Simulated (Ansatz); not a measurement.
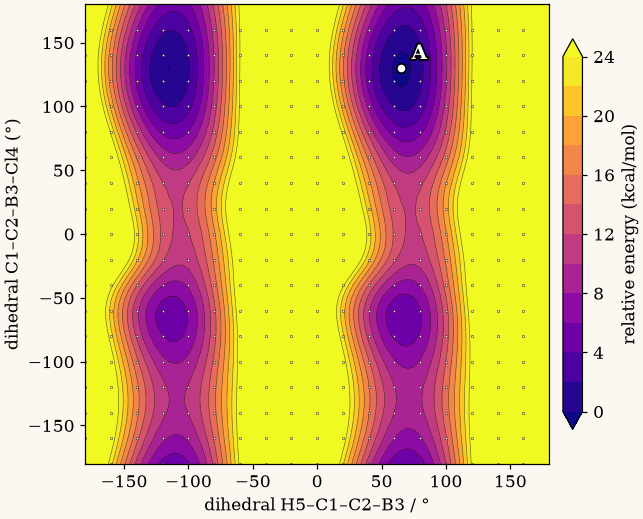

C2H5BCl, SMILES [CH2+]CBCl, charge +1. The first coordinate is: dihedral H5–C1–C2–B3; the second: dihedral C1–C2–B3–Cl4. Nothing is relaxed (all other coordinates rigid). Grid: 18 × 18 points. Points are written as (first, second). Energies are in kcal/mol, from the lowest grid point. These are results of RKS PBE-D4/def2-SVP (Ansatz), not measurements.

In the figure: filled contours, dots at the grid points, one colour for all values above the top of the scale, the point A. Between grid points the surface is interpolated.

> What is the easiest way out of the well at A, and how high is the barrier?

The easiest path leads from the well at about (65°, 130°) to the well at about (65°, −65°), about 4.9 kcal/mol higher. Its highest point lies about 9.7 kcal/mol above the bottom of the first well on the interpolated surface, at about (70°, −130°). Seen from the upper well the barrier is about 4.8 kcal/mol. The start is the relaxed structure and all else is held, so a fully relaxed path at this level can only be lower.

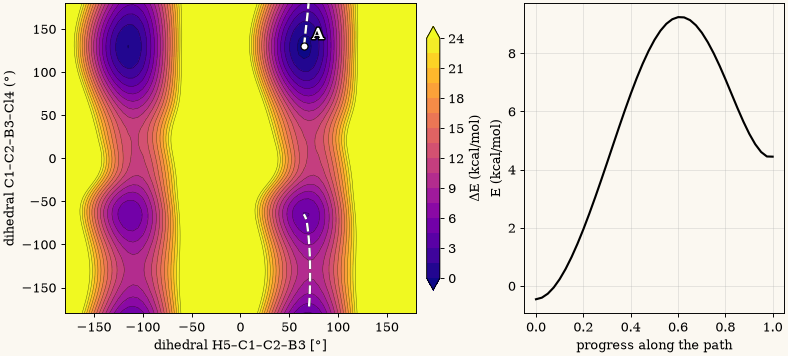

In the figure: filled contours, a line along the lowest path, one colour for all values above the top of the scale, the energy along the path at the right. Between grid points the surface is interpolated.
